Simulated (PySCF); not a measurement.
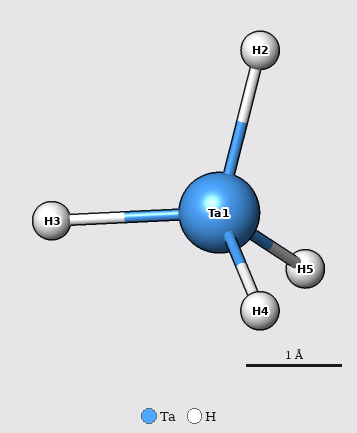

Figure 1. The structure as given in the input (ball-and-stick view, seen at a tilt; atoms are numbered from 1 in the order of the input). Sticks mark near contacts. Bond lengths as drawn: H–Ta 1.78 Å.

**TaH4: a failed or faulty run and its cure**

System: TaH4 (Ta(H)4), multiplicity 2.
Method of run A: UKS PBE, Ta def2-SVP with ECP60, H def2-SVP; non-relativistic Hamiltonian with a scalar-relativistic core potential; density fitting (PySCF 2.14.0).

Some settings of this run were made unusual or wrong on purpose. Text and figures count atoms from 1; the logs count them from 0 in places.

## Input, run A
```python
mol = gto.M(atom='''
Ta    -0.00000    -0.00000    -0.00000
H      1.48601    -0.00000     0.97582
H      0.00000     1.48601    -0.97582
H     -1.48601     0.00000     0.97582
H     -0.00000    -1.48601    -0.97582''',
    basis={'Ta': 'def2-SVP', 'H': 'def2-SVP'},
    ecp={'Ta': 'def2-SVP'},
    charge=0, spin=1)
mf = dft.UKS(mol, xc='PBE')
mf.grids.atom_grid = (50, 194)  # f atoms: at least (60, 302), unpruned
mf = mf.density_fit()  # Ta def2-universal-JKFIT, H def2-universal-JKFIT
mf.conv_tol = 1e-08; mf.max_cycle = 94
mf.kernel(dm0)
```

The script is an equivalent of the set-up of the self-consistent field. The run itself was carried out by a driver, which started from the orbitals of the step before it where there was one and computed the further properties.

Launched with:
```bash
OMP_NUM_THREADS=2 python <driver script>
```

Hardware: 2 threads of Arm Neoverse V1, 24 GiB of memory available, shared host.

## Output (run A)
```
init E= -51.5875344161137
  HOMO = 0.138047173508  LUMO = 0.141460911334  gap/eV = 0.09289
cycle= 1 E= -35.5375268399221  delta_E= 16.1  |g|= 3.46  |ddm|= 18.2
cycle= 2 E= -51.8065647851328  delta_E= -16.3  |g|= 2.35  |ddm|= 18.2
  HOMO = -0.314464508142  LUMO = -0.281611316712  gap/eV = 0.89398
cycle= 3 E= -59.2291458879453  delta_E= -7.42  |g|= 0.283  |ddm|= 4.94
  HOMO = -0.123473847571  LUMO = -0.10664051642  gap/eV = 0.45806
cycle= 4 E= -59.2784832349675  delta_E= -0.0493  |g|= 0.0954  |ddm|= 0.632
  HOMO = -0.156793863984  LUMO = -0.13518586378  gap/eV = 0.58798
cycle= 5 E= -59.2863051561862  delta_E= -0.00782  |g|= 0.0201  |ddm|= 0.141
  HOMO = -0.158806355506  LUMO = -0.137160113123  gap/eV = 0.58902
cycle= 6 E= -59.2865604232509  delta_E= -0.000255  |g|= 0.00316  |ddm|= 0.0269
  HOMO = -0.15958049787  LUMO = -0.137657620819  gap/eV = 0.59655
cycle= 7 E= -59.2865683307839  delta_E= -7.91e-06  |g|= 0.000697  |ddm|= 0.00566
  HOMO = -0.159561676386  LUMO = -0.137626108007  gap/eV = 0.59690
cycle= 8 E= -59.2865688293128  delta_E= -4.99e-07  |g|= 9.02e-05  |ddm|= 0.00125
  HOMO = -0.159565645478  LUMO = -0.137607527195  gap/eV = 0.59751
cycle= 9 E= -59.2865688557778  delta_E= -2.65e-08  |g|= 5.68e-05  |ddm|= 0.000589
  HOMO = -0.159558685262  LUMO = -0.137595443432  gap/eV = 0.59765
cycle= 10 E= -59.2865688582215  delta_E= -2.44e-09  |g|= 2.92e-06  |ddm|= 7.76e-05
  HOMO = -0.159557199295  LUMO = -0.13759434927  gap/eV = 0.59764
Extra cycle  E= -59.2865688582003  delta_E= 2.11e-11  |g|= 6.11e-06  |ddm|= 1.19e-05
converged SCF energy = -59.2865688582003  <S^2> = 0.7541331  2S+1 = 2.0041288
```

What should be changed in this input?

Some settings of this run were drawn to be unusual or wrong. It converged; results that depend on the unusual settings are not reference values.

A run of the same system that converges differs from this input as follows (lines with − go, lines with + come):
```diff
-mf.grids.atom_grid = (50, 194)  # f atoms: at least (60, 302), unpruned
+mf.grids.atom_grid = (75, 302)  # f atoms: at least (60, 302), unpruned
-mf.conv_tol = 1e-08; mf.max_cycle = 94
+mf.conv_tol = 1e-09; mf.max_cycle = 55
```

## Output (run B)
```
init E= -59.2866758830492
  HOMO = -0.159566525699  LUMO = -0.137486119241  gap/eV = 0.60084
cycle= 1 E= -59.286675901951  delta_E= -1.89e-08  |g|= 4.3e-05  |ddm|= 0.000532
  HOMO = -0.159582935225  LUMO = -0.1375028302  gap/eV = 0.60083
cycle= 2 E= -59.2866758976373  delta_E= 4.31e-09  |g|= 8.95e-05  |ddm|= 0.000181
  HOMO = -0.159567122531  LUMO = -0.137486740469  gap/eV = 0.60084
cycle= 3 E= -59.2866759035329  delta_E= -5.9e-09  |g|= 4.36e-06  |ddm|= 0.000123
  HOMO = -0.159569223545  LUMO = -0.137487542322  gap/eV = 0.60087
cycle= 4 E= -59.2866759035521  delta_E= -1.92e-11  |g|= 7.37e-07  |ddm|= 8.92e-06
  HOMO = -0.159568790741  LUMO = -0.137487151552  gap/eV = 0.60087
Extra cycle  E= -59.286675903553  delta_E= -9.24e-13  |g|= 5.01e-07  |ddm|= 3.03e-06
converged SCF energy = -59.286675903553  <S^2> = 0.75413727  2S+1 = 2.004133
```

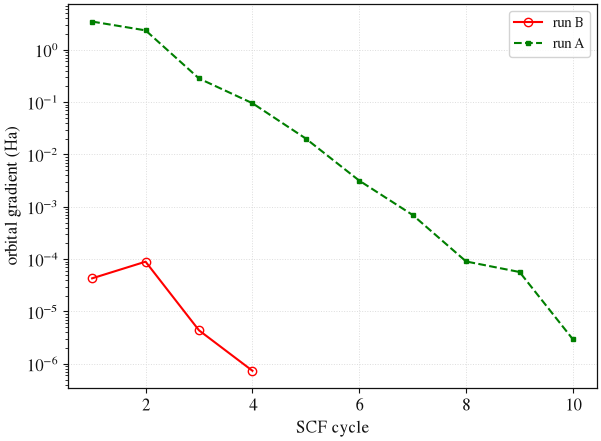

Figure 2. Convergence of the two runs: orbital gradient against the SCF cycle. Run B takes 4 cycles in all, and run A takes 10.

## The two runs side by side

```csv
quantity,run A,run B
outcome,converged,converged
total energy (hartree),−59.286569,−59.286676
dipole moment (D),0.00,0.00
⟨S²⟩,0.754,0.754
largest force (eV/Å),0.005,0.004
basis functions,52,52
wall time (shared host),1.3 s,4.2 s
```

The energy of run B is 0.07 kcal/mol lower, which comes mainly from the change of cutoff or grids; a solver setting shouldn't move a converged energy. This is the error of the numerical integration: a lower energy isn't a better one, and neither grid is shown to be converged.
